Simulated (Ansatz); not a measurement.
Density of states of NaTl (Fd-3m, 4 atoms in the cell).

```
NaTl
1.0
    0.00000     3.65970     3.65970
    3.65970     0.00000     3.65970
    3.65970     3.65970     0.00000
Na Tl
2 2
Direct
  0.50000   0.50000   0.50000
  0.75000   0.75000   0.75000
  0.00000   0.00000   0.00000
  0.25000   0.25000   0.25000
```

Level of theory: PBEsol, default PAW files made with PBE (plane waves; Ansatz, an electronic-structure program).

SCF settings: basis.ecutwfc = 420 eV; kpoints.mp_grid.grid = 6 6 6; hamiltonian.xc = pbesol; hamiltonian.pseudopotentials = {kind: paw} (the program's default PAW files); scf.occupations.method = cold; scf.occupations.width = 0.1 eV. Keys of the DOS step: output.dos.nscf_kmesh.grid = 12 12 12.

The starting cell comes from a database of computed structures (which also holds hypothetical and non-ambient phases and stackings), without a prior relaxation at this level. Its lattice was rescaled by a random factor within 2.5 % of one. Spin-orbit coupling is off.

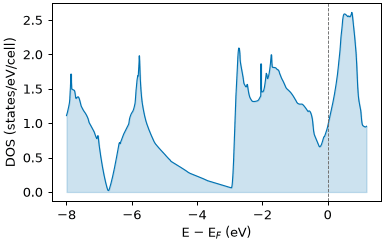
Total density of states, both spins summed.

Total DOS (both spins), as means of the tabulated values in each energy bin; the zero is the program's Fermi level or highest filled level, and the curve is cut to this window:

(E (eV), states/eV/cell): (-7.75, 1.36); (-7.25, 0.97); (-6.75, 0.25); (-6.25, 0.82); (-5.75, 1.34); (-5.25, 0.71); (-4.75, 0.44); (-4.25, 0.29); (-3.75, 0.18); (-3.25, 0.10); (-2.75, 1.24); (-2.25, 1.39); (-1.75, 1.73); (-1.25, 1.53); (-0.75, 1.25); (-0.25, 0.81); (0.25, 1.63); (0.75, 2.25)

Around zero the curve holds about 1.0 states/eV/cell.

Keys are those of Ansatz 0.2.
